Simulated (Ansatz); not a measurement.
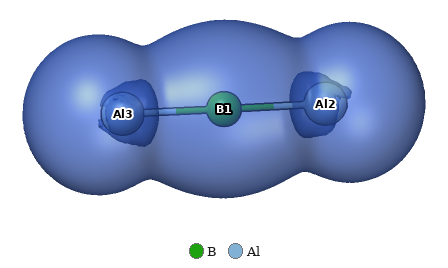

Al₂B (charge +1, quintet). Isosurfaces of the spin density (α minus β) at +0.02 (blue) and −0.02 e/Å³ (red), seen from one side.

Geometry: r2SCAN-D4/def2-TZVP.

Computed with UKS PBE0-D4/def2-TZVP (Ansatz 0.2.0).

**Where is the unpaired spin?**

The unpaired spin (4 electrons) lies mostly on B1 (about 1.6), Al2 (about 1.2) and Al3 (about 1.2), in electrons by Hirshfeld's partition. Only one sign reaches the isovalue.
